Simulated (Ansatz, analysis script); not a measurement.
## Dzyaloshinskii–Moriya energy of a VBrO monolayer

Wanted: sign and size of the DM energy of a VBrO monolayer.

Calculated with Ansatz 0.2.0; LDA with U = 3.2 eV on V d, PAW set soft_2 (files made for PBE).

## (1) Set-up

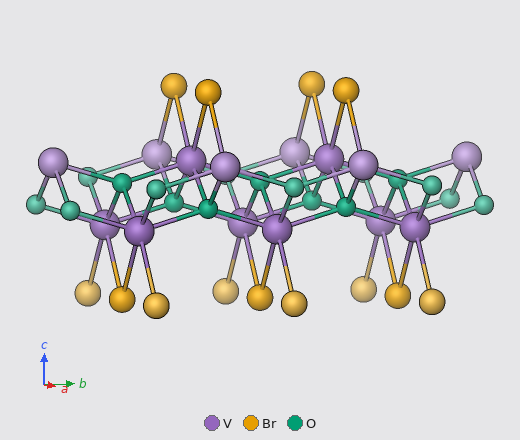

Start, viewed from the side, with the c axis up; vanadium purple, bromine orange, oxygen teal. 1×2×1 cells are drawn. Some periodic images of atoms are drawn too.

The cell holds 6 atoms: 2 V, 2 Br and 2 O. Its edges and angles: a = 3.380 Å, b = 3.775 Å, c = 20.527 Å, α = 90.0°, β = 90.0°, γ = 90.0°. It derives from VBrO. One layer cut from the bulk crystal, 15 Å of vacuum. Vacuum lies along c.

## (2) Starting state

First a free collinear run, to see which state the typed moments lead to.

input.yaml

```yaml
crystal:
  lattice:
    - [3.38, 0.0, 0.0]
    - [0.0, 3.775, 0.0]
    - [0.0, 0.0, 20.5268]
  atoms:
    - { symbol: V, position: [0.5, 0.5, 0.542686], spin: 2.0 }
    - { symbol: V, position: [0.0, 0.0, 0.457314], spin: 2.0 }
    - { symbol: Br, position: [0.0, 0.5, 0.634624] }
    - { symbol: O, position: [0.0, 0.5, 0.484814] }
    - { symbol: O, position: [0.5, 0.0, 0.515186] }
    - { symbol: Br, position: [0.5, 0.0, 0.365376] }
magnetization:
  spin_polarized: true
kpoints:
  mp_grid: { grid: [5, 4, 1] }
hamiltonian:
  xc: lda
  hubbard: { sites: [{ species: V, l: d, u_eff: 3.2 }] }
scf:
  occupations: { method: fermi_dirac, width: 0.05 }
  max_iter: 120
  convergence: { dr2_threshold: 1.0e-08 }
output:
  write_density: true
  write_potential: true
  elf: true
  volumetric_format: npy
```

On the command line:

```sh
> ansatz run input.yaml --threads 2 --pin off --max-ram 5120MiB --backend cpu --events-out ev --progress --plain --runs-dir out
```

Numbers of over 12 decimals in the logs are rounded to 6 here.

What it wrote:

```text
V: projections on atomic orbitals take those of the free atom [Ne] 3s2 3p6 3d3 4s2, of charge +0.00 (hamiltonian.pseudopotentials.projection_atoms); the dataset's partial waves leave at most 5.8e-7 of an orbital's norm unspanned inside its sphere
Br: projections on atomic orbitals take those of the free atom [Ar 3d10] 4s2 4p5, of charge +0.00 (hamiltonian.pseudopotentials.projection_atoms); the dataset's partial waves leave at most 2.8e-6 of an orbital's norm unspanned inside its sphere
O: projections on atomic orbitals take those of the free atom [He] 2s2 2p4, of charge +0.00 (hamiltonian.pseudopotentials.projection_atoms); the dataset's partial waves leave at most 1.9e-8 of an orbital's norm unspanned inside its sphere
Engine: ansatz 0.2.0, aarch64-unknown-linux-gnu
Pseudopotentials: kind: paw
Pseudopotential: V, paw, valence charge 13, recommended cutoff 420 eV (normal), V.paw.azcp
Pseudopotential: Br, paw, valence charge 7, recommended cutoff 420 eV (normal), Br.paw.azcp
Pseudopotential: O, paw, valence charge 6, recommended cutoff 420 eV (normal), O.paw.azcp
Functional definition: SPW92
  exchange = slater_x
  correlation = pw_c
Crystal: 6 atoms, lattice volume = 261.912 Å³
Basis set: ecut = 420 eV, 5131 PW (Γ)
Bands: 34, of which v1, the nominal top of the filled ones, is band 26 counted from 1 (25 counted from 0)
Symmetry: 8 space group operations
Space group: Pmmn (ITA 59), of the structure as read, at distance tolerance 6.4e-5 Å
Magnetic group: BNS 59.405 (UNI 503), of the structure as read, at distance tolerance 6.4e-5 Å
k-points: 9 of 20
Non-local potential: V, projectors of the file, l = 0: 3, l = 1: 2, l = 2: 3, l = 3: 1
Non-local potential: Br, projectors of the file, l = 0: 2, l = 1: 2, l = 2: 2
Non-local potential: O, projectors of the file, l = 0: 2, l = 1: 2, l = 2: 1
PAW form: soft (Blöchl's): semilocal exchange-correlation on the pseudo side does not see the compensation charge
PAW frozen core: V, regenerated for the run's functional, and the local potential with it (the file was generated under x = pbe(κ = 0.804, μ = 0.219515), c = pbe(β = 0.066725))
PAW frozen core: Br, regenerated for the run's functional, and the local potential with it (the file was generated under x = pbe(κ = 0.804, μ = 0.219515), c = pbe(β = 0.066725))
PAW frozen core: O, regenerated for the run's functional, and the local potential with it (the file was generated under x = pbe(κ = 0.804, μ = 0.219515), c = pbe(β = 0.066725))
PAW one-centre angular grid: V, 590 points (default); XC on 64 Gauss nodes
PAW one-centre angular grid: Br, 110 points (default); XC on 64 Gauss nodes
PAW one-centre angular grid: O, 110 points (default); XC on 64 Gauss nodes
Initial density: superposition of atomic densities (neutral atoms: chi_scale 0, normalization atom)
Starting moments: Σ|m| = 4 μB on 2 of 6 sites
Initial wavefunctions: pseudopotential atomic-orbital guess
Functional: x = slater, c = lda
SCF iter   1: F=—  HF=-12220.783375 eV  |F-HF|=—  |Δ(HF+E_count)|=         —  Δρ=3.69e-2 (↑3.69e-2 ↓3.58e-2)  dr2=1.46e1  dr2_m=2.81e-1  M=4.000 μB ∫|m|=4.527 μB  β_m=1.00  ethr=3.10e-3  ⟨swp⟩=10.2  Hψ=3204  notcnv=0
preconditioner: auto → none  [metal: Δε(μ)=0.034 eV  Ē_g=8.472 eV  σ=0.050 eV  W_gap=0.17  n_scr=44 (ndim 8)  ℏωp=13.0 eV  f_vac=0.579  D(μ)=6.29/eV (n_scr^D=44)  sad-step TF]
SCF iter   2: F=—  HF=-12218.677574 eV  |F-HF|=—  |Δ(HF+E_count)|=    2.11e0  Δρ=1.39e-2 (↑1.39e-2 ↓1.36e-2)  dr2=4.06e0  dr2_m=7.85e-2  M=4.000 μB ∫|m|=5.052 μB  β_m=1.00  ethr=3.10e-3  ⟨swp⟩=3.2  Hψ=1404  notcnv=0  defer=31
SCF iter   3: F=—  HF=-12218.684808 eV  |F-HF|=—  |Δ(HF+E_count)|=   7.23e-3  Δρ=1.53e-2 (↑1.53e-2 ↓8.68e-3)  dr2=2.72e0  dr2_m=4.94e-2  M=4.000 μB ∫|m|=4.608 μB  β_m=0.30  ethr=3.10e-3  ⟨swp⟩=2.9  Hψ=1223  notcnv=0  defer=26
SCF iter   4: F=—  HF=-12218.438593 eV  |F-HF|=—  |Δ(HF+E_count)|=   2.46e-1  Δρ=9.66e-3 (↑9.66e-3 ↓5.48e-3)  dr2=2.48e-1  dr2_m=2.53e-2  M=4.000 μB ∫|m|=4.705 μB  β_m=0.30  ethr=3.10e-3  ⟨swp⟩=2.1  Hψ=959  notcnv=0  defer=29
SCF iter   5: F=—  HF=-12218.616953 eV  |F-HF|=—  |Δ(HF+E_count)|=   1.78e-1  Δρ=5.62e-3 (↑5.62e-3 ↓3.62e-3)  dr2=4.29e-1  dr2_m=1.63e-2  M=4.000 μB ∫|m|=4.839 μB  β_m=1.00  ethr=4.77e-4  ⟨swp⟩=2.8  Hψ=1233  notcnv=0  defer=27
SCF iter   6: F=—  HF=-12218.725770 eV  |F-HF|=—  |Δ(HF+E_count)|=   1.09e-1  Δρ=6.57e-3 (↑6.57e-3 ↓1.33e-3)  dr2=5.32e-2  dr2_m=2.46e-2  M=4.000 μB ∫|m|=4.584 μB  β_m=0.30  ethr=4.77e-4  ⟨swp⟩=2.4  Hψ=881  notcnv=0  defer=27
SCF iter   7: F=—  HF=-12218.904451 eV  |F-HF|=—  |Δ(HF+E_count)|=   1.79e-1  Δρ=5.67e-3 (↑5.67e-3 ↓1.35e-3)  dr2=1.26e-1  dr2_m=2.58e-2  M=4.000 μB ∫|m|=4.482 μB  β_m=0.30  ethr=1.02e-4  ⟨swp⟩=2.8  Hψ=1227  notcnv=0  defer=30
SCF iter   8: F=—  HF=-12219.015318 eV  |F-HF|=—  |Δ(HF+E_count)|=   1.11e-1  Δρ=4.68e-3 (↑4.68e-3 ↓8.25e-4)  dr2=2.92e-2  dr2_m=1.77e-2  M=4.000 μB ∫|m|=4.438 μB  β_m=0.30  ethr=1.02e-4  ⟨swp⟩=2.1  Hψ=853  notcnv=0  defer=30
SCF iter   9: F=—  HF=-12219.083329 eV  |F-HF|=—  |Δ(HF+E_count)|=   6.80e-2  Δρ=2.77e-3 (↑1.22e-3 ↓2.77e-3)  dr2=1.14e-2  dr2_m=8.31e-3  M=4.000 μB ∫|m|=4.419 μB  β_m=1.00  ethr=5.62e-5  ⟨swp⟩=2.3  Hψ=1177  notcnv=0  defer=28
SCF iter  10: F=—  HF=-12219.123464 eV  |F-HF|=—  |Δ(HF+E_count)|=   4.01e-2  Δρ=8.07e-4 (↑8.07e-4 ↓6.12e-4)  dr2=7.89e-4  dr2_m=8.39e-4  M=4.000 μB ∫|m|=4.346 μB  β_m=0.30  ethr=2.19e-5  ⟨swp⟩=2.1  Hψ=1031  notcnv=0  defer=29
[...]
spin-set hold released at iteration 11 (site moments contracting): the magnetisation degrees of freedom join the quasi-Newton model from the next iteration; the mixer history was flushed
[...]
SCF 1 converged in 21 iterations: F = -12219.177893 eV  dr2 = 9.16e-10
  greatest PAW one-centre occupation: 1.000 electrons in one spin orbital (limit 2), on the V atom at site 1 (counted from 0), in its partial waves of l = 0
Symmetry: 4 space group operations
Initial density: read from a saved state, or passed on in memory by an earlier SCF of this step, an earlier step, the calling program or the single point that the run made first
Starting moments: Σ|m| = 4 μB on 2 of 6 sites; this step starts from the density that it was given
Initial wavefunctions: those read from a saved state, or passed on in memory by an earlier step or the calling program
[...]
preconditioner: auto → Resta (q_TF=auto, 2.084 Å⁻¹)  ε∞=3.2  [insulator: Δε(μ)=1.249 eV  Ē_g=9.360 eV  σ=0.050 eV  W_gap=1.00  n_scr=44 (ndim 8)  ℏωp=13.8 eV  f_vac=0.585  D(μ)=0.00/eV (n_scr^D=0)  ε∞_Penn≈3.2  vacuum switching on, ρ_ref=6.4e-3 e/Å³]
spin=Collinear: Resta preconditioning applied to the charge; magnetization (m = ρ↑ − ρ↓) channel mixes plain (no charge-response kernel on spin).
SCF iter   2: F=—  HF=-12219.177903 eV  |F-HF|=—  |Δ(HF+E_count)|=   1.05e-5  Δρ=7.45e-5 (↑7.45e-5 ↓5.84e-5)  dr2=5.34e-5  dr2_m=3.00e-7  M=4.000 μB ∫|m|=4.218 μB  ethr=1.92e-6  ⟨swp⟩=1.0  Hψ=2119  notcnv=0
SCF iter   3: F=—  HF=-12219.177893 eV  |F-HF|=—  |Δ(HF+E_count)|=   1.06e-5  Δρ=7.06e-6 (↑7.06e-6 ↓5.55e-6)  dr2=9.34e-7  dr2_m=1.12e-8  M=4.000 μB ∫|m|=4.218 μB  ethr=1.12e-7  ⟨swp⟩=1.0  Hψ=1296  notcnv=0
SCF iter   4: F=—  HF=-12219.177893 eV  |F-HF|=—  |Δ(HF+E_count)|=   1.45e-7  Δρ=8.65e-7 (↑8.65e-7 ↓5.78e-7)  dr2=9.25e-9  dr2_m=1.17e-10  M=4.000 μB ∫|m|=4.218 μB  ethr=1.92e-11  ⟨swp⟩=1.9  Hψ=1410  notcnv=0
SCF iter   5: F=-12219.177893 eV  HF=-12219.177893 eV  |F-HF|=2.55e-11  |Δ(HF+E_count)|=   1.92e-9  Δρ=1.07e-7 (↑1.07e-7 ↓6.54e-8)  dr2=7.77e-11  dr2_m=1.97e-12  M=4.000 μB ∫|m|=4.218 μB  ethr=1.92e-11  ⟨swp⟩=1.0  Hψ=1296  notcnv=0
an SCF along what the orbitals of the run's state read of its open shells (or to have them read: on a GPU, or by another smearing), with 4 of the crystal's symmetry operations given up, reached no lower state that the run goes on to. This is no proof of a minimum
k-points: 9 of 20 (time reversal used)
iter 1 solved again at ethr=1.73e-12 eV; its pass at ethr=1.92e-6 eV (dr2=9.01e-10 eV) is discarded
SCF iter   1: F=—  HF=-12219.177893 eV  |F-HF|=—  |Δ(HF+E_count)|=         —  Δρ=3.45e-7 (↑3.11e-7 ↓3.45e-7)  dr2=9.00e-10  dr2_m=7.74e-11  M=4.000 μB ∫|m|=4.218 μB  ethr=1.73e-12  ⟨swp⟩=1.2  Hψ=3293  notcnv=0
spin=Collinear: Resta preconditioning applied to the charge; magnetization (m = ρ↑ − ρ↓) channel mixes plain (no charge-response kernel on spin).
SCF iter   2: F=—  HF=-12219.177902 eV  |F-HF|=—  |Δ(HF+E_count)|=   8.54e-6  Δρ=6.99e-5 (↑6.99e-5 ↓5.54e-5)  dr2=4.71e-5  dr2_m=2.66e-7  M=4.000 μB ∫|m|=4.218 μB  ethr=1.92e-6  ⟨swp⟩=1.0  Hψ=2118  notcnv=0
SCF iter   3: F=—  HF=-12219.177893 eV  |F-HF|=—  |Δ(HF+E_count)|=   8.65e-6  Δρ=9.35e-6 (↑9.35e-6 ↓7.12e-6)  dr2=1.29e-6  dr2_m=1.54e-8  M=4.000 μB ∫|m|=4.218 μB  ethr=9.93e-8  ⟨swp⟩=1.0  Hψ=1296  notcnv=0
SCF iter   4: F=—  HF=-12219.177893 eV  |F-HF|=—  |Δ(HF+E_count)|=   1.04e-7  Δρ=1.22e-6 (↑1.22e-6 ↓8.09e-7)  dr2=1.21e-8  dr2_m=2.35e-10  M=4.000 μB ∫|m|=4.218 μB  ethr=2.80e-9  ⟨swp⟩=1.0  Hψ=1296  notcnv=0
SCF iter   5: F=-12219.177893 eV  HF=-12219.177893 eV  |F-HF|=4.91e-11  |Δ(HF+E_count)|=   2.30e-9  Δρ=1.27e-7 (↑1.27e-7 ↓8.01e-8)  dr2=1.20e-10  dr2_m=3.38e-12  M=4.000 μB ∫|m|=4.218 μB  ethr=1.92e-11  ⟨swp⟩=1.0  Hψ=1296  notcnv=0
an SCF along what the orbitals of the run's state read of its open shells (or to have them read: on a GPU, or by another smearing), with 4 of the crystal's symmetry operations given up, reached no lower state that the run goes on to. This is no proof of a minimum
WARN: The output density's exchange-correlation potential varies sharply where the density is thin. Do not read a vacuum level from v_tot or v_xc, or from such a field of the output density. On a cell that repeats whose density bears no net charge and no dipole along the vacuum's axis use v_es (v_loc + v_h of the components); under efield.dipole_correction with no amplitude use v_es + v_field, which holds any externa [...]
SCF converged after 21 iterations
Magnetization: 4.0000 μB (28.0000 up, 24.0000 down)
Absolute magnetization: 4.2172 μB (∫|ρ↑−ρ↓|, with the PAW one-centre terms)
Spin contamination: 0.0351 ħ² per cell (⟨S²⟩ above its minimum at these occupations)
Per-site moments (μB) at R_I (Å): [(1.539779, 0.812667), (1.539779, 0.812667), (-0.022885, 1.044985), (-0.012048, 0.812667), (-0.012048, 0.812667), (-0.022885, 1.044985)]
Free energy (F): -12219.177893 eV
Harris-Foulkes:  -12219.177893 eV  (|F-HF|=6.66e-10)
Internal energy: -12219.177892 eV  (E = F + TS)
E sigma→0 (E₀):  -12219.177892 eV
Entropy (-TS):   -0.000001 eV (-0.000 meV/atom)
Fermi energy:    -0.578078 eV
--- Per-component energies (eV) ---
  E_band       = -985.853195
  E_kinetic    = 1283.581975
  E_local      = -38764.936118  (includes V_loc(G=0)·N_el)
  E_nonlocal   = 164.150383
  E_hartree    = 18775.244322
  E_xc         = -923.238075
  E_vxc        = -722.187395  (∫ρ·V_xc dr)
  E_hubbard    = 3.553689  (on-site DFT+U / exact-exchange correction)
  E_vhub       = -3.635252  (the Hubbard potential's part of the band-sum identity)
  E_paw        = -6739.016041  (= ΣΔE_a)
  E_vpaw       = -493.319289  (= ΣTr[D̂ρ^β])
  E_aug_tail   = 0.005573  (compensation charges beyond the density's cutoff)
  E_ewald      = 13980.177236
  E_core_change = 1.299165  (= ΣΔE_core)
  E_smearing   = -0.000001  (= −TS)
  E_closure    = -0.000000  (closes the sum)
  Σ components = -12219.177893   (vs F -12219.177893, Δ=0.00e0)
--- Band table (eV; the first three rows and the last of 18) ---
  k-point 0 ↑: bands = [... 22 lower, -2.5378, -2.5296, -2.4949, -2.3472, -2.1489, -1.5705, 1.0049, 1.3525, ... 4 higher]
  k-point 1 ↑: bands = [... 22 lower, -2.7241, -2.6491, -2.5839, -1.8703, -1.7713, -1.5899, 0.3460, 0.6291, ... 4 higher]
  k-point 2 ↑: bands = [... 22 lower, -2.5482, -2.5482, -2.2585, -2.2585, -1.4458, -1.4458, 0.4747, 0.4747, ... 4 higher]
  k-point 8 ↓: bands = [... 22 lower, -3.3437, -3.3437, 1.2905, 1.2905, 2.2276, 2.2276, 2.9522, 2.9522, ... 4 higher]
Occupation matrices written to <dir>
```

The job ended after 56 s (2 threads of Arm Neoverse V1, shared host; peak memory 0.8 GiB; 1.8 min of CPU time).

The column dr2 measures how far the density is from self-consistency, as an energy; F and HF (Harris–Foulkes) agree once it is small.

Spin moment in the atom's sphere by atom:

```csv
atom,spin moment in the atom's sphere (μB)
V1,1.54
V2,1.54
Br3,-0.02
O4,-0.01
O5,-0.01
Br6,-0.02
```

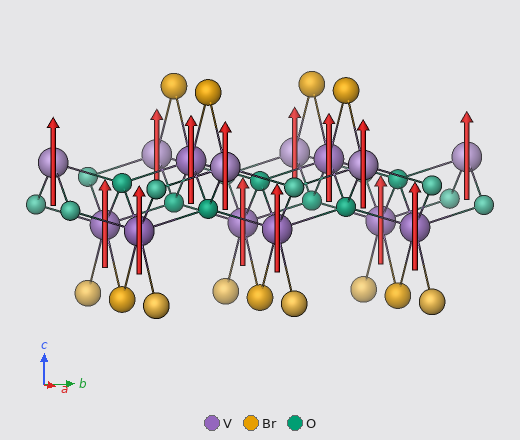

Spin moment in the atom's sphere as arrows, the longest 1.54 μB. Up and down stand for the sign. Arrows give size and sign along the axis of quantisation, drawn up and down the page. 1×2×1 cells are drawn. Some periodic images of atoms are drawn too.

Tables count atoms from 1; parts of the log count from 0.

The run ends ferromagnetic, with a net moment of 4 μB a cell. Only this order was typed.

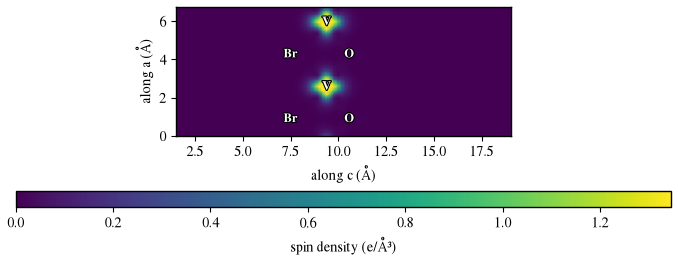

Spin density in the ca plane at fractional y = 0.000, with atoms of V and O and Br within 0.2 Å of it. The map starts off the cell's origin, so that atoms lie inside it. The far vacuum is left out of the map.

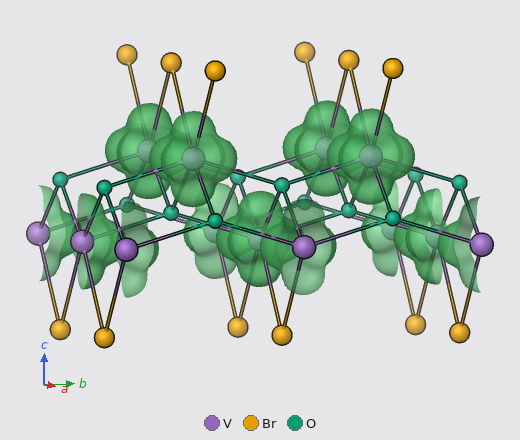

Surface of spin density = 0.2 e/Å³, which holds about 70 % of the integral of its size. 2×2×1 cells are drawn.

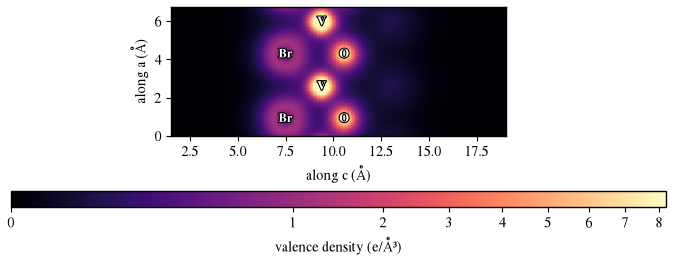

Valence density in the ca plane at fractional y = 0.000, with atoms of V and O and Br within 0.2 Å of it. It is the smooth field of the valence electrons, not physical close to the nuclei. The map starts off the cell's origin, so that atoms lie inside it. The colour scale is stretched toward low values. The far vacuum is left out of the map.

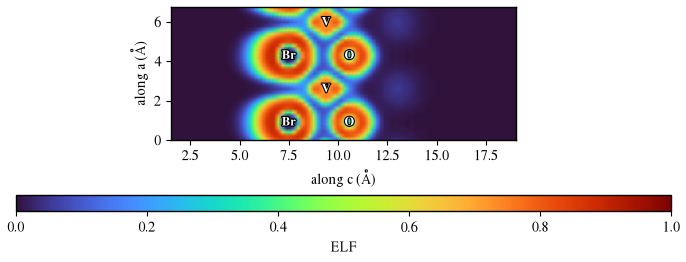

ELF in the ca plane at fractional y = 0.000, with atoms of V and O and Br within 0.2 Å of it. It is the smooth field of the valence electrons, not physical close to the nuclei. The map starts off the cell's origin, so that atoms lie inside it. The far vacuum is left out of the map.

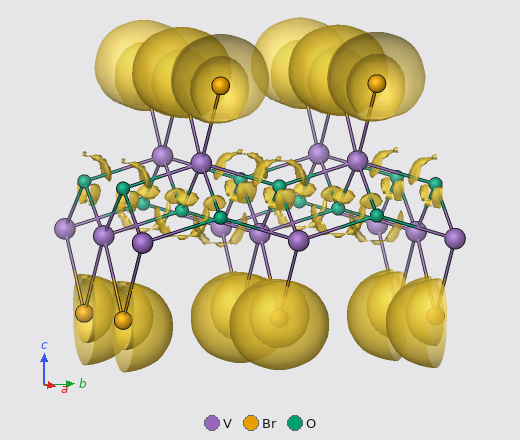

Surface of ELF = 0.83. 2×2×1 cells are drawn.

The cell is repeated 3 times along its first vector, and the moments turn once over the supercell, with q along the first reciprocal vector. The normal is z, pointing from the substrate to the film where there is one.

(Part 1 of 2 ends here.)

[Logs and program files are shortened in this print: banners, set-up blocks, solver, clock and traceback lines can be left out without a mark of their own.]

[Logs are printed without paths, hosts, clocks, repeated set-up lines and the standing remarks that a program may print on its own settings, such as how far it seeks lower states.]

[Hosts, paths, dates, database ids (printed as entryN), source tags and the programs' standing remarks are cut or masked in the printed files.]
